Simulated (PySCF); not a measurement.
# C₆H₇NSe: vibronic structure

What do calculations give for the vibronic structure of C₆H₇NSe (`C=CC/C=C/[Se]C#N`)?

Programs: PySCF 2.14.0, with routines of our own; each step states its level. All values are computed. Atoms count from 0.

## Step 1: The starting structure

15 atoms, charge 0, multiplicity 1; geometry from: GFN2-xTB.

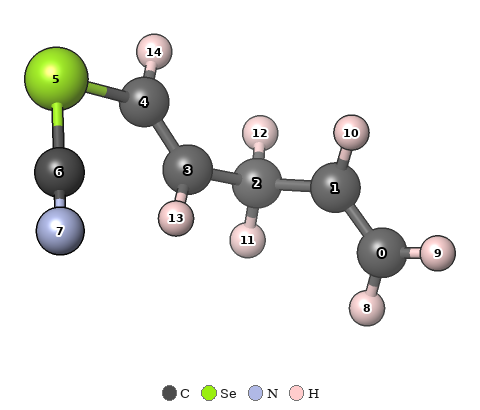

The starting geometry (carbon dark grey, selenium green, nitrogen light blue, hydrogen pink).

## Step 2: Vibronic structure: TDDFT HF/def2-SVP

Job settings and geometry (Å):

```
{"job": {"kind": "vib", "xc": "HF", "basis": "def2-SVP", "tda": false}, "charge": 0, "multiplicity": 1}
C     -2.588095    -0.253230    -0.659226
C     -1.441517     0.398136    -0.650038
C     -0.725327     0.836254     0.595601
C      0.590798     0.127853     0.691154
C      1.757682     0.742797     0.589850
Se     3.478314    -0.088504     0.661897
C      2.929701    -1.808083     0.842005
N      2.606666    -2.902904     0.956484
H     -3.103631    -0.509710     0.251873
H     -3.064974    -0.552051    -1.576783
H     -0.936963     0.642007    -1.575605
H     -1.331098     0.591327     1.470949
H     -0.565412     1.917238     0.565598
H      0.539010    -0.945741     0.815471
H      1.850434     1.812601     0.459270
```

With the program's defaults for keys left out, this is: TDDFT HF/def2-SVP vertical-gradient vibronic structure (displaced harmonic oscillators, Condon), gas phase.

On the command line:

```sh
> OMP_NUM_THREADS=1 python excited_run.py task.json out
```

One launch serves the whole session: the jobs run in the order shown.

Standard output:

```text
final grid: 60840 points
cycle   1  E = -2684.8447732557  dE =  8.030e-01  |g| = 6.331e-01  |ddm| = 4.217e+00
cycle   2  E = -2684.9372436875  dE = -9.247e-02  |g| = 4.782e-01  |ddm| = 9.807e-01
cycle   3  E = -2684.9866205027  dE = -4.938e-02  |g| = 1.031e-01  |ddm| = 4.412e-01
cycle   4  E = -2684.9908797630  dE = -4.259e-03  |g| = 2.983e-02  |ddm| = 1.893e-01
cycle   5  E = -2684.9912138327  dE = -3.341e-04  |g| = 9.058e-03  |ddm| = 5.068e-02
cycle   6  E = -2684.9912589841  dE = -4.515e-05  |g| = 3.652e-03  |ddm| = 1.978e-02
cycle   7  E = -2684.9912668819  dE = -7.898e-06  |g| = 1.392e-03  |ddm| = 8.003e-03
cycle   8  E = -2684.9912684174  dE = -1.536e-06  |g| = 5.222e-04  |ddm| = 3.401e-03
cycle   9  E = -2684.9912688171  dE = -3.997e-07  |g| = 2.720e-04  |ddm| = 1.446e-03
cycle  10  E = -2684.9912689191  dE = -1.020e-07  |g| = 1.319e-04  |ddm| = 7.659e-04
cycle  11  E = -2684.9912689381  dE = -1.900e-08  |g| = 3.759e-05  |ddm| = 3.656e-04
cycle  12  E = -2684.9912689398  dE = -1.769e-09  |g| = 1.566e-05  |ddm| = 1.301e-04
cycle  13  E = -2684.9912689400  dE = -1.537e-10  |g| = 6.270e-06  |ddm| = 3.746e-05
converged SCF energy = -2684.9912689400

Singlet excitations (eV, f): 5.141 (0.0001)  6.540 (0.0032)  6.712 (0.4855)  7.310 (0.1997)  7.349 (0.1489)  7.826 (0.0001)

State S1  5.1412 eV  f = 0.00006  H->L 0.81
  relaxed dipole 4.405 D, largest gradient of the excitation energy 0.0941 Eh/bohr
  mode    cm-1        S   lambda/meV  Raman
   10    396.2   10.7943     530.3   1.000
   32   2283.6    0.2696      76.3   0.830
   11    439.6    0.9005      49.1   0.103
    6    229.2    1.5488      44.0   0.048
    9    347.8    0.8773      37.8   0.063
    7    274.1    0.6518      22.2   0.029
   12    519.7    0.2049      13.2   0.033
   14    664.3    0.1281      10.6   0.033
   13    632.6    0.0618       4.8   0.015
   22   1106.1    0.0336       4.6   0.024
   23   1162.1    0.0158       2.3   0.013
   24   1208.3    0.0099       1.5   0.009
  reorganisation energy 0.8000 eV, total S 15.584, 0-0 4.3411 eV

State S3  6.7117 eV  f = 0.48552  H->L+1 0.74
  relaxed dipole 3.843 D, largest gradient of the excitation energy 0.1341 Eh/bohr
  mode    cm-1        S   lambda/meV  Raman
   30   1650.3    1.7519     358.5   1.000
    7    274.1    1.8446      62.7   0.029
   32   2283.6    0.1818      51.5   0.199
    6    229.2    1.7068      48.5   0.019
    4     96.8    2.1526      25.8   0.004
   21   1054.6    0.1631      21.3   0.038
   11    439.6    0.3445      18.8   0.014
   31   1717.6    0.0827      17.6   0.051
   26   1276.4    0.0908      14.4   0.031
   14    664.3    0.1705      14.0   0.016
   12    519.7    0.1659      10.7   0.009
   25   1253.3    0.0592       9.2   0.019
  reorganisation energy 0.6983 eV, total S 9.827, 0-0 6.0134 eV
  absorption maximum 6.621 eV, width 0.790 eV

State S4  7.3102 eV  f = 0.19968  H-3->L 0.14, H->L+3 0.12
  relaxed dipole 4.124 D, largest gradient of the excitation energy 0.1832 Eh/bohr
  mode    cm-1        S   lambda/meV  Raman
   32   2283.6    1.2655     358.3   1.000
    8    342.7    4.7018     199.8   0.084
   14    664.3    0.9277      76.4   0.062
    3     80.0    7.4899      74.3   0.007
    4     96.8    6.0280      72.3   0.009
    7    274.1    1.2101      41.1   0.014
   12    519.7    0.3319      21.4   0.014
   10    396.2    0.3750      18.4   0.009
   15    706.5    0.1601      14.0   0.012
   30   1650.3    0.0657      13.5   0.027
    6    229.2    0.2455       7.0   0.002
   31   1717.6    0.0272       5.8   0.012
  reorganisation energy 0.9154 eV, total S 23.032, 0-0 6.3948 eV

State T1  3.6323 eV  f = 0.00000  H->L+1 0.51, H-2->L+1 0.21
  relaxed dipole 3.934 D, largest gradient of the excitation energy 0.1921 Eh/bohr
  mode    cm-1        S   lambda/meV  Raman
   30   1650.3    4.3581     891.7   1.000
   31   1717.6    0.1319      28.1   0.033
   26   1276.4    0.1753      27.7   0.024
   21   1054.6    0.2002      26.2   0.019
   25   1253.3    0.1402      21.8   0.019
   35   3045.4    0.0232       8.8   0.018
   15    706.5    0.0912       8.0   0.004
   17    903.3    0.0670       7.5   0.005
    3     80.0    0.7207       7.2   0.000
    4     96.8    0.4464       5.4   0.000
   27   1299.9    0.0332       5.4   0.005
   37   3066.9    0.0122       4.6   0.010
  reorganisation energy 1.0702 eV, total S 6.832, 0-0 2.5620 eV
  absorption maximum 3.595 eV, width 0.893 eV
```

Run time: 33 s. Hardware: 1 thread of Arm Neoverse V2, shared host; peak memory 0.77 GiB.

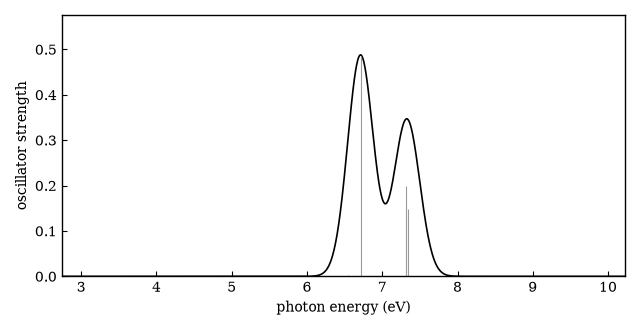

Absorption lines of the singlets. Lines are broadened to a width of 0.40 eV (Gaussian).

The fields below are evaluated on a grid from the run's orbitals.

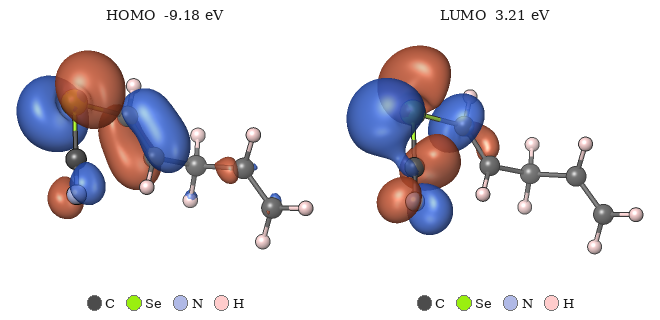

HF/def2-SVP orbitals near the gap, drawn at the value that encloses 70 % of each; the two colours are the two signs.

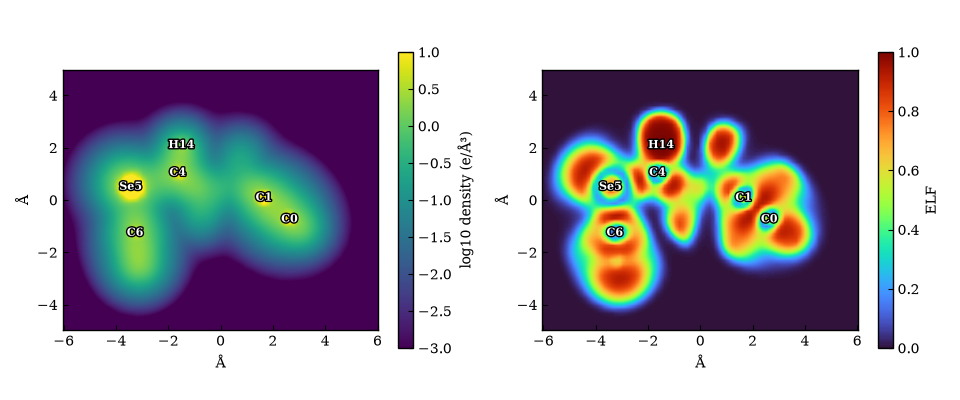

Density (left) and ELF (right) in a plane through or near 6 of the atoms.

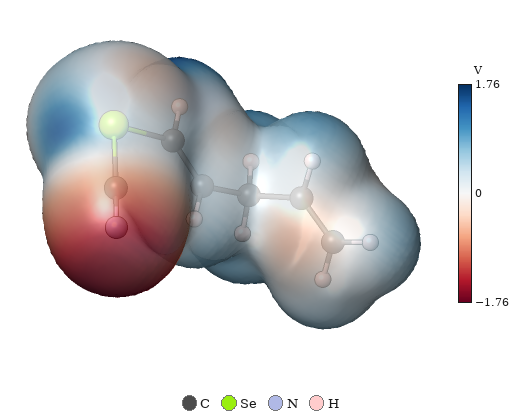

Electrostatic potential on the surface of density 0.002 e/bohr³; red is low, blue high. It runs from -1.75 V near N7 to 1.76 V near H14.

## Step 3: Vibronic structure: TDDFT LDA/def2-SVP

Settings changed since step 2:

```diff
@@ -1,2 +1,2 @@
-{"job": {"kind": "vib", "xc": "HF", "basis": "def2-SVP", "tda": false}, "charge": 0, "multiplicity": 1}
+{"job": {"kind": "vib", "xc": "LDA", "basis": "def2-SVP", "tda": false, "grid": 2, "nbright": 1}, "charge": 0, "multiplicity": 1}
 C     -2.588095    -0.253230    -0.659226
```

With the program's defaults for keys left out, this is: TDDFT LDA/def2-SVP vertical-gradient vibronic structure (displaced harmonic oscillators, Condon), gas phase.

Standard output:

```text
coarse grid: 60840 points
cycle   1  E = -2682.4414836658  dE = -2.982e-02  |g| = 6.797e-01  |ddm| = 4.568e+00
cycle   2  E = -2681.9520785875  dE =  4.894e-01  |g| = 1.524e+00  |ddm| = 2.117e+00
cycle   3  E = -2682.4950347798  dE = -5.430e-01  |g| = 5.101e-01  |ddm| = 1.719e+00
cycle   4  E = -2682.5559097595  dE = -6.087e-02  |g| = 7.447e-02  |ddm| = 4.127e-01
cycle   5  E = -2682.5566388512  dE = -7.291e-04  |g| = 5.805e-02  |ddm| = 1.848e-01
cycle   6  E = -2682.5575279178  dE = -8.891e-04  |g| = 2.256e-02  |ddm| = 7.983e-02
cycle   7  E = -2682.5576515234  dE = -1.236e-04  |g| = 7.904e-03  |ddm| = 2.631e-02
cycle   8  E = -2682.5576675054  dE = -1.598e-05  |g| = 1.189e-03  |ddm| = 8.681e-03
cycle   9  E = -2682.5576678039  dE = -2.985e-07  |g| = 4.509e-04  |ddm| = 1.460e-03
final grid: 128920 points
cycle  10  E = -2682.5576943834  dE =  2.344e-07  |g| = 1.104e-03  |ddm| = 2.411e-03
cycle  11  E = -2682.5576923493  dE =  2.034e-06  |g| = 2.997e-03  |ddm| = 3.495e-03
cycle  12  E = -2682.5576946720  dE = -2.323e-06  |g| = 3.813e-04  |ddm| = 2.565e-03
cycle  13  E = -2682.5576947038  dE = -3.184e-08  |g| = 7.714e-05  |ddm| = 3.053e-04
cycle  14  E = -2682.5576947053  dE = -1.458e-09  |g| = 1.260e-05  |ddm| = 8.297e-05
cycle  15  E = -2682.5576947053  dE = -5.002e-11  |g| = 4.009e-06  |ddm| = 1.874e-05
converged SCF energy = -2682.5576947053

Singlet excitations (eV, f): 4.171 (0.0006)  4.662 (0.1500)  4.938 (0.0132)  5.277 (0.0500)  5.444 (0.0023)  5.575 (0.0215)

State S1  4.1706 eV  f = 0.00061  H->L 0.99
  relaxed dipole 6.249 D, largest gradient of the excitation energy 0.0760 Eh/bohr
  mode    cm-1        S   lambda/meV  Raman
   10    396.2    4.1656     204.6   0.678
    6    229.2    3.1004      88.1   0.169
   32   2283.6    0.1849      52.3   1.000
   11    439.6    0.4447      24.2   0.089
    9    347.8    0.3745      16.1   0.047
   14    664.3    0.1749      14.4   0.080
   30   1650.3    0.0692      14.2   0.196
    4     96.8    1.1671      14.0   0.011
    7    274.1    0.3301      11.2   0.026
    5    154.7    0.3983       7.6   0.010
   13    632.6    0.0665       5.2   0.028
   12    519.7    0.0390       2.5   0.011
  reorganisation energy 0.4623 eV, total S 10.723, 0-0 3.7082 eV
  absorption maximum 4.114 eV, width 0.450 eV

State S2  4.6620 eV  f = 0.15002  H->L+1 0.83
  relaxed dipole 8.001 D, largest gradient of the excitation energy 0.0530 Eh/bohr
  mode    cm-1        S   lambda/meV  Raman
   31   1717.6    0.2844      60.6   1.000
   30   1650.3    0.1472      30.1   0.478
   26   1276.4    0.1460      23.1   0.283
    5    154.7    0.9146      17.5   0.026
    6    229.2    0.5305      15.1   0.033
   18    960.8    0.0792       9.4   0.087
    4     96.8    0.7111       8.5   0.008
   14    664.3    0.0812       6.7   0.043
   21   1054.6    0.0358       4.7   0.047
    7    274.1    0.0830       2.8   0.007
   23   1162.1    0.0166       2.4   0.027
   28   1410.7    0.0125       2.2   0.030
  reorganisation energy 0.2017 eV, total S 3.246, 0-0 4.4603 eV
  absorption maximum 4.508 eV, width 0.316 eV

State T1  3.8624 eV  f = 0.00000  H->L+1 0.85, H->L 0.12
  relaxed dipole 3.983 D, largest gradient of the excitation energy 0.1006 Eh/bohr
  mode    cm-1        S   lambda/meV  Raman
   30   1650.3    1.1903     243.6   1.000
    5    154.7    2.9675      56.9   0.022
   26   1276.4    0.1209      19.1   0.061
   31   1717.6    0.0827      17.6   0.075
    4     96.8    0.9212      11.1   0.003
    7    274.1    0.3103      10.5   0.007
   25   1253.3    0.0637       9.9   0.031
   21   1054.6    0.0713       9.3   0.024
    6    229.2    0.3010       8.6   0.005
   13    632.6    0.0702       5.5   0.009
    8    342.7    0.1212       5.2   0.004
   35   3045.4    0.0088       3.3   0.025
  reorganisation energy 0.4188 eV, total S 6.502, 0-0 3.4436 eV
  absorption maximum 3.744 eV, width 0.612 eV
```

Wall time 34 s (1 thread of Arm Neoverse V2, shared host); peak memory 0.79 GiB.

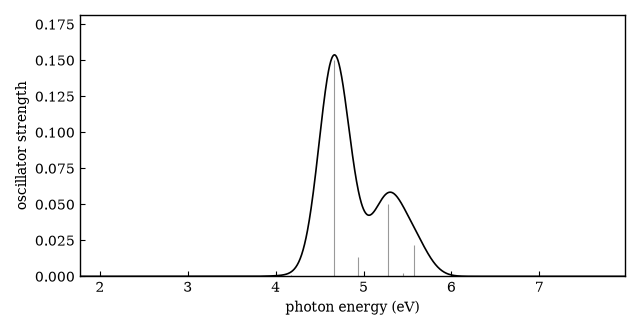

Absorption lines of the singlets. Lines are broadened to a width of 0.40 eV (Gaussian).

## Step 4: Summary of results

| quantity | value |
| --- | --- |
| S1: vertical, reorganisation, 0-0, total S (step 2, TDDFT HF/def2-SVP, modes from GFN2-xTB) | 5.14, 0.80, 4.34 eV; 15.6 |
| S3: vertical, reorganisation, 0-0, total S (step 2, TDDFT HF/def2-SVP, modes from GFN2-xTB) | 6.71, 0.70, 6.01 eV; 9.8 |
| S4: vertical, reorganisation, 0-0, total S (step 2, TDDFT HF/def2-SVP, modes from GFN2-xTB) | 7.31, 0.92, 6.39 eV; 23.0 |
| potential on the surface of density 0.002 e/bohr³, 1st and 99th percentile | -1.75 V and 1.76 V |
| S1: vertical, reorganisation, 0-0, total S (step 3, TDDFT LDA/def2-SVP, modes from GFN2-xTB) | 4.17, 0.46, 3.71 eV; 10.7 |
| S2: vertical, reorganisation, 0-0, total S (step 3, TDDFT LDA/def2-SVP, modes from GFN2-xTB) | 4.66, 0.20, 4.46 eV; 3.2 |
| T1: vertical, reorganisation, 0-0, total S (step 3, TDA LDA/def2-SVP, modes from GFN2-xTB) | 3.86, 0.42, 3.44 eV; 6.5 |

**Reading.** Some states lie very close; unless symmetry makes them partners, their order is unsure. Steps that list no spin-orbit terms leave them out, which matters at and beside the heavy atoms. In step 2 the harmonic model is doubtful. Where the total S runs above about 15, the geometry moves far on excitation and the harmonic model is stretched, so its 0-0 value is in doubt. The vibronic model keeps the ground-state modes (from xTB) and shifts them along the gradient alone, so it can miss much of the relaxation that a full optimisation finds.
